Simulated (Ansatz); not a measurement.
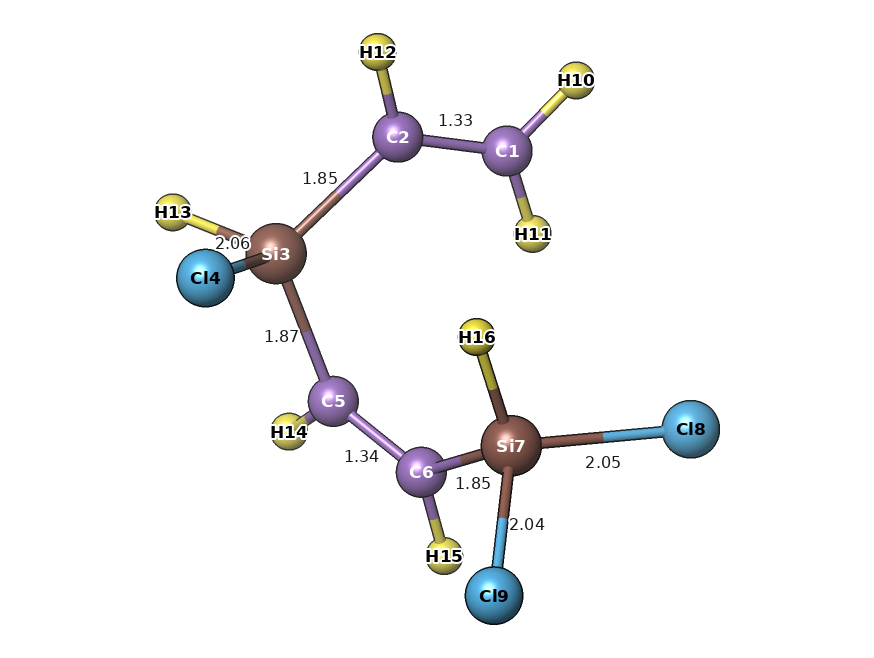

Bond lengths are marked in Å; every bond is drawn as one stick. Computed geometry: PBE0-D4/def2-TZVP optimisation.

Question: Which of the marked bonds are single, double, triple or aromatic?

Answer: C1–C2 double; C2–Si3 single; Si3–Cl4 single; Si3–C5 single; C5–C6 double; C6–Si7 single; Si7–Cl8 single; Si7–Cl9 single.

Question: Give the structure as SMILES.

Answer: C=C[Si@H](Cl)/C=C\[SiH](Cl)Cl
